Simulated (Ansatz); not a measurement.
BaTiO3: pressure series

The parent structure is BaTiO3 in the cubic perovskite structure (space group Pm-3m, No. 221).

```cif
data_BaO3Ti
_chemical_formula_sum 'Ba1 Ti1 O3'
_space_group_name_H-M_alt 'Pm-3m'
_space_group_IT_number 221
_space_group_name_Hall '-P 4 2 3'
_cell_length_a 3.96988
_cell_length_b 3.96988
_cell_length_c 3.96988
_cell_angle_alpha 90.000
_cell_angle_beta 90.000
_cell_angle_gamma 90.000
loop_
_atom_site_label
_atom_site_type_symbol
_atom_site_symmetry_multiplicity
_atom_site_Wyckoff_symbol
_atom_site_fract_x
_atom_site_fract_y
_atom_site_fract_z
_atom_site_occupancy
Ba1 Ba 1 a 0.00000 0.00000 0.00000 1
Ti1 Ti 1 b 0.50000 0.50000 0.50000 1
O1 O 3 c 0.00000 0.50000 0.50000 1
```

Cell and atoms are relaxed at each pressure.

Method: PBEsol (Ansatz, an electronic-structure program; PAW; 420 eV plane waves; spin-orbit coupling left out).

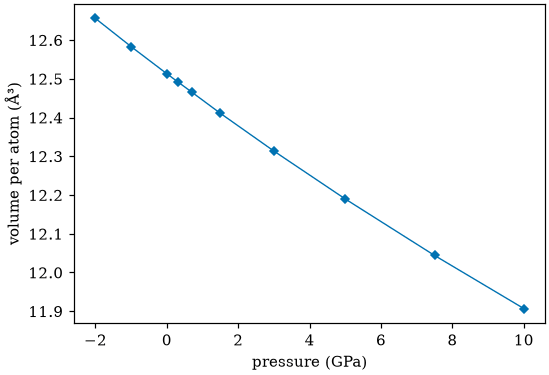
*Volume per atom against pressure*

| pressure (GPa) | volume per atom |
|---|---|
| -2 | 12.66 Å³ |
| -1 | 12.58 Å³ |
| 0.3 | 12.49 Å³ |
| 0.7 | 12.47 Å³ |
| 1.5 | 12.41 Å³ |
| 3 | 12.31 Å³ |
| 5 | 12.19 Å³ |
| 7.5 | 12.04 Å³ |
| 10 | 11.91 Å³ |

Load acts through the strain it causes; cell and atoms are relaxed under it. Whether these cells are dynamically stable was not tested. No other phases were tried under pressure. The final runs are not spin-polarised. Many cubic perovskites are stable only at high temperature; tilts and polar distortions were not tested. This is not the structure that BaTiO3 has at room temperature and ambient pressure.
